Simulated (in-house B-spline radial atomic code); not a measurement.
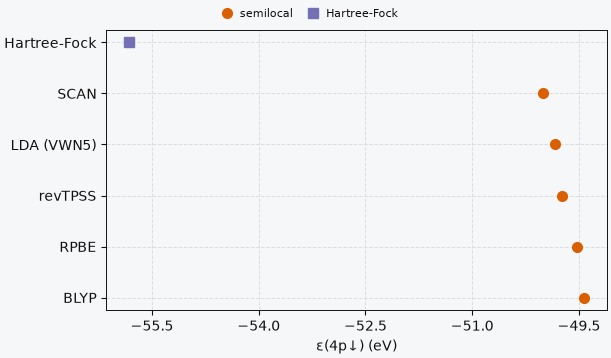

The strontium ion Sr³⁺ in the configuration [Ar] 3d10 4s2 4p5 (high spin). All runs are scalar-relativistic, spin-polarised and spherical, computed with an in-house B-spline radial code (spin-free X2C). Hartree-Fock is the average over the configuration. The plot shows the eigenvalue (eV) of the 4p down orbital by 6 methods.

Question: How much do the methods differ, and in which order?

Answer: The deepest is Hartree-Fock (−55.8) and the shallowest BLYP (−49.4), a spread of 6.40 eV. In order (eV): Hartree-Fock (−55.8), SCAN (−50.0), LDA (VWN5) (−49.8), revTPSS (−49.7), RPBE (−49.5), BLYP (−49.4). On the whole, exact exchange removes self-interaction and deepens occupied levels. The semi-empirical ionisation energy (NIST) is 56.3 eV, and minus the eigenvalue comes closest to it for Hartree-Fock.
